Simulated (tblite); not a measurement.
**Geometry relaxation of C5H11N2Si (part 2 of 2)**

Continued. System: C5H11N2Si, multiplicity 2. Method: GFN2-xTB geometry optimisation, gas phase (tblite 0.8.0). It belongs to a series of runs on one base structure; here: H removed from sp2 C.

Trajectory as extended XYZ, continued
```
19
Properties=species:S:1:pos:R:3:forces:R:3 step=104 energy=-647.53204
C    -2.7348   -1.5166    1.6776    0.0590   0.0910  -0.0690
C    -1.5549   -1.1273    1.3349   -0.0340  -0.0720   0.0020
C    -1.2099   -0.2505    0.1043   -0.0230  -0.0100   0.0110
C    -0.5047   -1.1308   -0.9469   -0.0230  -0.0070  -0.0090
N     0.7479   -0.4987   -1.2915   -0.0070  -0.0130   0.0020
Si    1.3184    0.4644    0.0124   -0.0130   0.0020   0.0100
C     2.2139    2.0469   -0.4717    0.0090  -0.0090  -0.0190
N    -0.3100    0.7971    0.4569    0.0500  -0.0100   0.0440
H    -3.7175   -1.3566    1.2863    0.0340  -0.0300   0.0570
H    -0.6597   -1.4083    1.8780   -0.0610   0.0170  -0.0070
H    -2.1426    0.1685   -0.2922    0.0160  -0.0150   0.0260
H    -1.1309   -1.2435   -1.8376    0.0130   0.0240  -0.0060
H    -0.3461   -2.1324   -0.5215   -0.0060  -0.0100  -0.0460
H     1.3183   -1.0501   -1.9095    0.0160   0.0060   0.0320
H     2.1218   -0.2810    1.0121   -0.0540   0.0410   0.0150
H     1.6763    2.6114   -1.2232   -0.0080   0.0170  -0.0240
H     2.3357    2.6777    0.4013    0.0320   0.0050  -0.0240
H     3.2004    1.8233   -0.8580    0.0110   0.0070   0.0110
H    -0.6313    1.4158    1.1808   -0.0120  -0.0340  -0.0070
19
Properties=species:S:1:pos:R:3:forces:R:3 step=122 energy=-647.56173
C    -2.5416   -1.6216    1.7589   -0.0540  -0.0300   0.0050
C    -1.4338   -1.1335    1.3248    0.0400  -0.0200   0.0340
C    -1.2594   -0.2373    0.0739    0.0050   0.0140   0.0130
C    -0.5751   -1.0404   -1.0478    0.0190   0.0210  -0.0070
N     0.7887   -0.5827   -1.1427    0.0260  -0.0290   0.0010
Si    1.2455    0.4991    0.1020   -0.0110  -0.0110  -0.0230
C     2.2504    1.9792   -0.4869   -0.0050   0.0150  -0.0070
N    -0.4165    0.8771    0.3666   -0.0220   0.0450   0.0340
H    -3.5630   -1.5923    1.4490    0.0010   0.0060   0.0100
H    -0.4897   -1.2981    1.8268    0.0200  -0.0460  -0.0360
H    -2.2555    0.0999   -0.2308    0.0150   0.0250  -0.0470
H    -1.0865   -0.8655   -2.0034   -0.0280  -0.0230   0.0320
H    -0.6262   -2.1156   -0.8263   -0.0330   0.0500  -0.0010
H     1.3839   -1.1412   -1.7257    0.0250  -0.0300   0.0160
H     1.9204   -0.1323    1.2594    0.0130   0.0070  -0.0120
H     1.7972    2.4940   -1.3241   -0.0800   0.0160  -0.0330
H     2.3757    2.6942    0.3175    0.0440  -0.0040  -0.0020
H     3.2340    1.6535   -0.8005    0.0550  -0.0040   0.0490
H    -0.7584    1.4727    1.1017   -0.0290  -0.0050  -0.0250
19
Properties=species:S:1:pos:R:3:forces:R:3 step=139 energy=-647.57678
C    -2.5475   -1.6355    1.7435    0.0220   0.0100   0.0090
C    -1.4285   -1.1950    1.2859    0.0070  -0.0070   0.0030
C    -1.2535   -0.2340    0.0815   -0.0010  -0.0010   0.0220
C    -0.5655   -0.9985   -1.0601    0.0070   0.0190   0.0000
N     0.8359   -0.6615   -1.0240   -0.0200  -0.0230   0.0150
Si    1.2603    0.5081    0.1531    0.0000  -0.0210  -0.0100
C     2.2132    1.9877   -0.5330    0.0020   0.0000   0.0000
N    -0.4084    0.8686    0.4120    0.0110  -0.0090  -0.0160
H    -3.5780   -1.5061    1.4943    0.0080   0.0070   0.0100
H    -0.4696   -1.4702    1.7067   -0.0200  -0.0030  -0.0120
H    -2.2461    0.1191   -0.2168    0.0040  -0.0040  -0.0230
H    -1.0028   -0.6982   -2.0224    0.0090   0.0050   0.0010
H    -0.7270   -2.0767   -0.9411    0.0060   0.0130   0.0060
H     1.4428   -1.2755   -1.5343    0.0000   0.0070  -0.0050
H     1.9692   -0.0565    1.3226   -0.0200   0.0120  -0.0170
H     1.7020    2.4564   -1.3671   -0.0050   0.0120   0.0140
H     2.3695    2.7376    0.2338   -0.0120   0.0080   0.0020
H     3.1915    1.6728   -0.8781    0.0000  -0.0160   0.0090
H    -0.7673    1.4667    1.1361    0.0010  -0.0090  -0.0090
19
Properties=species:S:1:pos:R:3:forces:R:3 step=156 energy=-647.58791
C    -2.5042   -1.6263    1.7869   -0.0140   0.0260  -0.0110
C    -1.4022   -1.2091    1.2710   -0.0070  -0.0060   0.0070
C    -1.2657   -0.2456    0.0685    0.0080  -0.0210  -0.0150
C    -0.5611   -0.9952   -1.0665    0.0030   0.0060  -0.0110
N     0.8538   -0.8197   -0.8542   -0.0160   0.0500   0.0860
Si    1.2381    0.5092    0.1613    0.0140   0.0060   0.0380
C     2.1917    1.9852   -0.5426    0.0220  -0.0150   0.0050
N    -0.4358    0.8751    0.3801    0.0040   0.0170  -0.0070
H    -3.5424   -1.4655    1.5927    0.0050  -0.0030   0.0280
H    -0.4277   -1.5122    1.6262    0.0210  -0.0180   0.0350
H    -2.2666    0.0839   -0.2282   -0.0020   0.0000  -0.0260
H    -0.8809   -0.5788   -2.0310   -0.0080   0.0050  -0.0390
H    -0.8252   -2.0585   -1.0472   -0.0190   0.0070  -0.0060
H     1.4473   -1.2544   -1.5333    0.0430  -0.0370  -0.0950
H     1.9429   -0.0113    1.3480    0.0040   0.0070   0.0100
H     1.7067    2.4553   -1.3919   -0.0330  -0.0140   0.0210
H     2.3495    2.7414    0.2180   -0.0530   0.0160   0.0120
H     3.1740    1.6569   -0.8613    0.0340  -0.0280  -0.0360
H    -0.8020    1.4787    1.0960   -0.0070   0.0020   0.0050
19
Properties=species:S:1:pos:R:3:forces:R:3 step=174 energy=-647.59346
C    -2.5162   -1.5873    1.8010   -0.0020   0.0030   0.0030
C    -1.4088   -1.2232    1.2578    0.0020   0.0000  -0.0040
C    -1.2540   -0.2558    0.0603    0.0010  -0.0010   0.0020
C    -0.5337   -0.9856   -1.0756    0.0010   0.0050   0.0000
N     0.8796   -0.8548   -0.8110    0.0140  -0.0060  -0.0130
Si    1.2500    0.4927    0.1919    0.0010  -0.0020  -0.0050
C     2.1620    1.9747   -0.5538    0.0000   0.0010  -0.0010
N    -0.4260    0.8609    0.3968    0.0000   0.0030   0.0010
H    -3.5528   -1.3872    1.6425   -0.0010   0.0060   0.0070
H    -0.4420   -1.5674    1.5998    0.0030  -0.0040  -0.0040
H    -2.2492    0.0791   -0.2506   -0.0030   0.0000   0.0000
H    -0.8128   -0.5268   -2.0345   -0.0050   0.0010  -0.0120
H    -0.8270   -2.0404   -1.1037    0.0010  -0.0120   0.0060
H     1.4736   -1.2418   -1.5232   -0.0080   0.0090   0.0130
H     1.9605   -0.0115    1.3792    0.0010  -0.0010   0.0030
H     1.6284    2.4146   -1.3905    0.0020   0.0040  -0.0020
H     2.3147    2.7496    0.1890   -0.0040   0.0010   0.0040
H     3.1414    1.6687   -0.9049    0.0030  -0.0030   0.0040
H    -0.7975    1.4507    1.1219   -0.0050  -0.0030  -0.0010
19
Properties=species:S:1:pos:R:3:forces:R:3 step=191 energy=-647.59550
C    -2.4909   -1.5201    1.8595    0.0000  -0.0030  -0.0030
C    -1.4002   -1.2367    1.2395    0.0010  -0.0010  -0.0040
C    -1.2577   -0.2792    0.0326   -0.0030  -0.0010   0.0010
C    -0.5268   -1.0051   -1.0985    0.0020   0.0000   0.0010
N     0.8848   -0.8494   -0.8374    0.0010  -0.0010  -0.0020
Si    1.2364    0.4885    0.1843    0.0000   0.0020  -0.0010
C     2.1565    1.9837   -0.5227    0.0020  -0.0020  -0.0030
N    -0.4437    0.8487    0.3680    0.0000  -0.0010   0.0000
H    -3.5202   -1.2517    1.7680    0.0020   0.0020   0.0030
H    -0.4371   -1.6387    1.5244   -0.0020   0.0020   0.0010
H    -2.2565    0.0430   -0.2802   -0.0020   0.0020   0.0010
H    -0.8144   -0.5604   -2.0618   -0.0010   0.0010   0.0020
H    -0.8023   -2.0655   -1.1169    0.0000   0.0000   0.0010
H     1.4846   -1.2262   -1.5496    0.0020   0.0020   0.0020
H     1.9294   -0.0250    1.3790    0.0010   0.0000  -0.0010
H     1.6493    2.4238   -1.3754    0.0000   0.0000   0.0000
H     2.2749    2.7553    0.2299   -0.0040  -0.0040   0.0000
H     3.1509    1.6889   -0.8398    0.0000   0.0000   0.0010
H    -0.8269    1.4352    1.0896   -0.0010   0.0010   0.0010
```

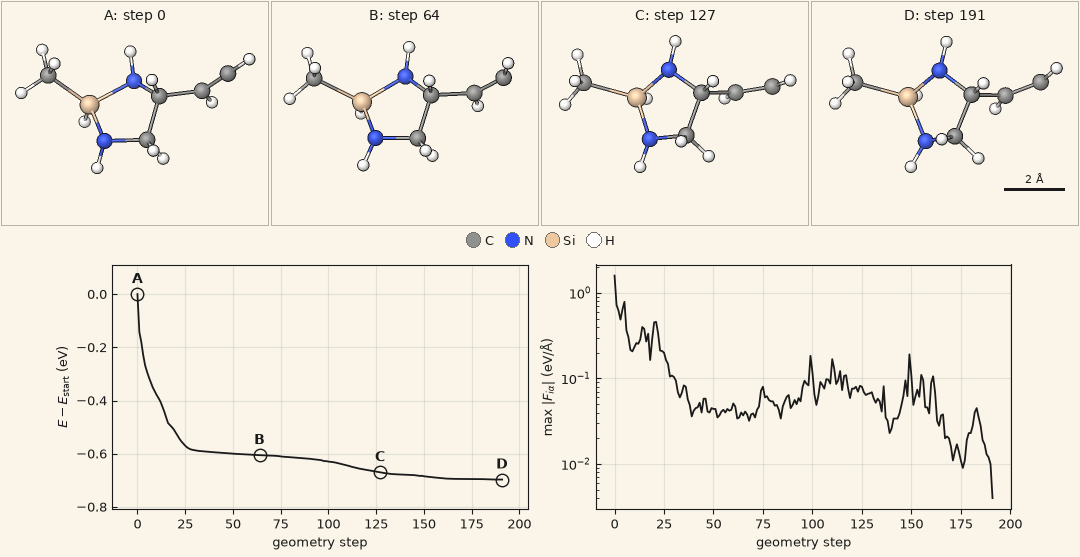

Fig. 1: Frames of the relaxation (ball-and-stick view, seen at a tilt) above the curves, on which the letters mark them (steps are counted from 0).

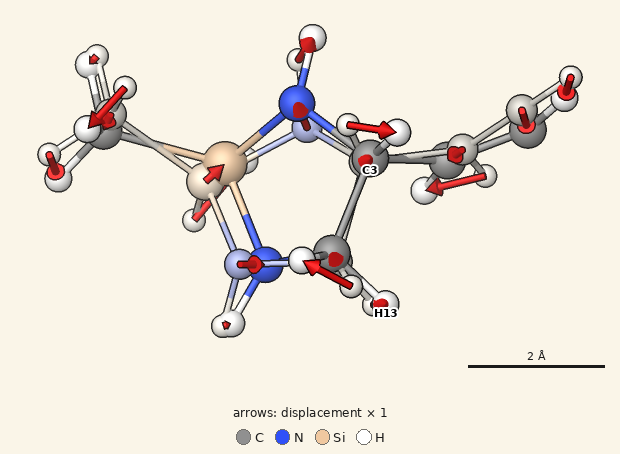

Fig. 2: Start (faint) and end (solid) with the displacements as red arrows, at true length (ball-and-stick view, seen at a tilt). The two geometries are laid on each other by the best rigid fit. The energy falls by 0.697 eV in 191 geometry steps. Largest force component: 1.6 eV/Å at the start, 0.004 eV/Å at the end. H15 moves most after the best rigid fit: 1.16 Å. By element the largest moves are H 1.16 Å, N 1.06 Å, C 1.01 Å, Si 0.40 Å. Among the contacts that change: Si6–C7 1.831 → 1.893 Å, C2–C3 1.494 → 1.547 Å, C3–N8 1.479 → 1.431 Å, C4–N5 1.470 → 1.444 Å. Among the angles that change: C2–C1–H9 179.7° → 136.1°, Si6–N5–H14 109.7° → 126.2°, Si6–N8–H19 111.0° → 124.6°. (Atoms are counted from 1 in the order of the input.)

The run was set up as follows.

Input file
```
{"job": {"kind": "relax", "xc": "GFN2-xTB", "basis": "xTB"}, "charge": 0, "multiplicity": 2}
C     -3.145200    -0.946400     1.262200
C     -1.871600    -1.105000     1.142000
C     -0.968700    -0.356200     0.216700
C     -0.324500    -1.245300    -0.872600
N      0.909000    -0.548200    -1.263100
Si     1.562100     0.427200    -0.022800
C      1.868900     2.156200    -0.540900
N      0.169200     0.241900     0.947700
H     -4.201800    -0.809100     1.360100
H     -1.390900    -1.849700     1.792500
H     -1.539500     0.451200    -0.287200
H     -0.989200    -1.398200    -1.723300
H     -0.072200    -2.239600    -0.448300
H      1.606500    -1.229400    -1.570000
H      2.696100    -0.275400     0.598200
H      0.977500     2.604900    -0.980100
H      2.153200     2.785800     0.315600
H      2.676100     2.211100    -1.271800
H     -0.124700     1.133300     1.337600
```

The first line tells a small driver script what to run in tblite; the rest is the geometry in Å.

Run as:
```bash
OMP_NUM_THREADS=1 python <driver script> task.json out
```

Results in brief

```json
{"quantity": "outcome", "value": "converged"}
{"quantity": "total energy", "value": "−647.5955 eV"}
{"quantity": "hardware", "value": "1 CPU thread, shared host"}
{"quantity": "wall time", "value": "1.3 s"}
{"quantity": "peak memory", "value": "0.18 GiB"}
```
